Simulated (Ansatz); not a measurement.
**Zr (hcp, Mg type): scan of one atom of the cell**

Relaxed Zr (hcp, Mg type):

```yaml
crystal:
  lattice:
    - [6.46252, 0.00000, 0.00000]
    - [-1.61563, 2.79835, 0.00000]
    - [0.00000, 0.00000, 5.17316]
  atoms:
    - { symbol: Zr, position: [0.16667, 0.66667, 0.75000] }
    - { symbol: Zr, position: [0.66667, 0.66667, 0.75000] }
    - { symbol: Zr, position: [0.33333, 0.33333, 0.25000] }
    - { symbol: Zr, position: [0.83333, 0.33333, 0.25000] }
```

In each cell atom 4 (Zr, nearest neighbour Zr at 3.189 Å; its periodic images, 3.2 Å or more away, move with it) moves by s·(0.707, 0.707, 0.000) (along Cartesian [110]), the rest being held.

These are PBE (plane waves to 420 eV, PAW, scalar-relativistic; Ansatz, an electronic-structure program) values and carry that method's errors. k mesh 13×13×7 (Γ-centred), Fermi-Dirac smearing 0.05 eV. Energies are smeared free energies. Left out: 4 of 11 points, with atoms too close for the PAW data. With partly filled bands, energies and forces of such displacements shift with the k mesh and the smearing. Zr is run without spin polarisation. Zr was relaxed with its symmetry unable to fall. ΔE is measured from the undisplaced structure.

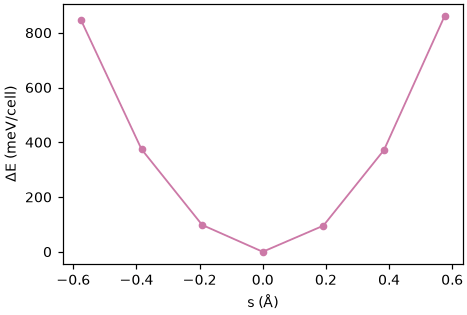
ΔE (meV/cell) against s (Å); computed points joined by lines.

The energy at s = 0.576 Å is 861 meV/cell and the force along the line at s = -0.576 Å is 3.08 eV/Å. The force constant k = d²E/ds² at s = 0 (finite differences) is 5.16 eV/Å². Shape of the curve: a single well with its minimum at or next to zero displacement. Harmonic estimate at the end of the scan: ½ks² = 857 meV/cell against the computed 861 meV/cell, so the well is close to harmonic there.

The forces along the line at the two nearest points give (0.998 − (-0.970)) / (2·0.192) = 5.12 eV/Å²; the next pair corrects for the finite step.

(For displaced atoms, the force is minus the slope of the energy, and its curvature is a force constant, which sets phonon frequencies.)
